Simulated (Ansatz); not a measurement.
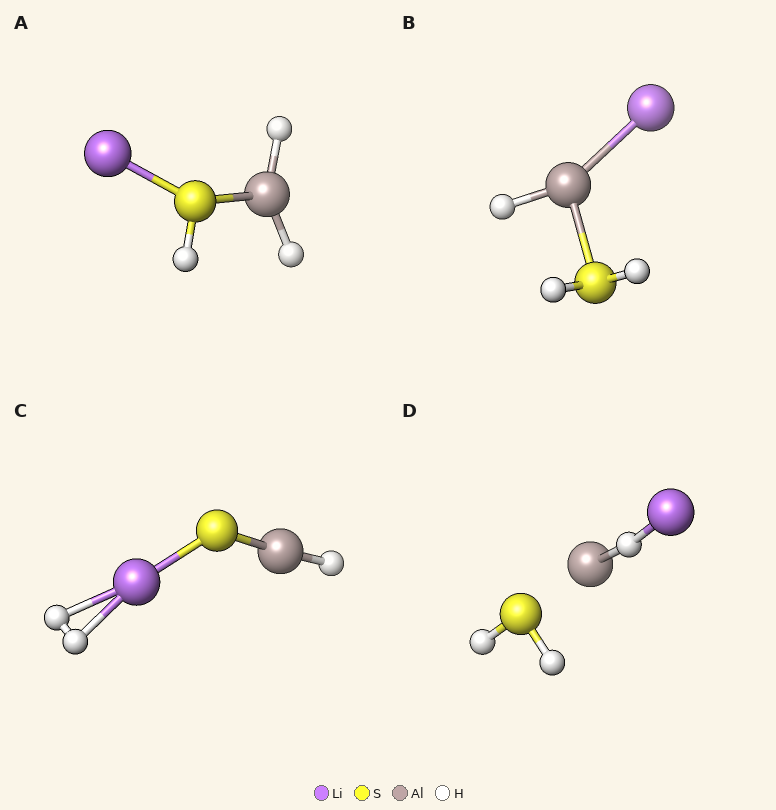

4 stationary structures of one formula. Charge +1, singlet. Geometries: PBE-D4/def2-SVP. Electronic energies: PBE-D4/def2-SVP (Ansatz 0.2.0), without zero-point energy. No frequency run is at hand to confirm each as a minimum.

**Rank them by energy, lowest first.**

A is lowest (C1); C lies 54.0 kJ/mol above it, D lies 147.8 kJ/mol above it (C1), B lies 149.2 kJ/mol above it (C1).
